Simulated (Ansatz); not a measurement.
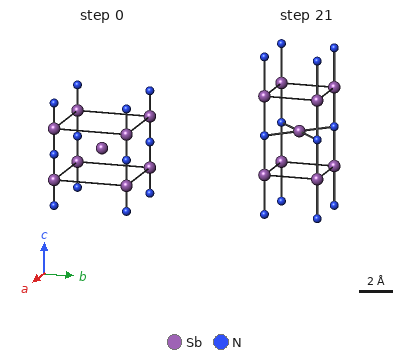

The structure of a crystal of Sb₂N (a generated structure, set up in P4/mmm) (coarse preliminary run) before (left) and after (right) a relaxation, at one scale.

The picture is a ball-and-stick view of the cell of the calculation, seen slightly off an axis.

The calculation used Ansatz 0.2.0, DFT PBE, scalar-relativistic, plane waves, PAW. Settings: plane-wave cutoff 420 eV; k-point mesh 4 × 4 × 6; occupations gaussian; smearing width 0.1 eV; no spin polarisation; cell and atoms relaxed; force threshold 0.04 eV/Å; at most 70 steps.

Summarise the run.

After 18 accepted moves (21 points after the start) the energy has fallen by 2347 meV per atom. All forces vanish by symmetry, so only the cell relaxes. Pressure: 37.92 GPa at the start and 0.00 GPa at the end. At 3 points the geometry stayed and the basis and grid were re-selected for the new cell (energy shift of 129 meV per atom at most each time). The atoms keep their places relative to the cell (all moves are under 0.005 Å). The volume changes by −18.4 %, with a = b 4.672 → 3.405 Å (−27.1 %), c 3.252 → 4.996 Å (+53.6 %). Near-neighbour distances that change, for instance: N–Sb 3.303 → 2.408 Å, N–Sb 1.626 → 2.498 Å. New bonds form: N–Sb (3.30 → 2.41 Å). The space group stays P4/mmm (No. 123).
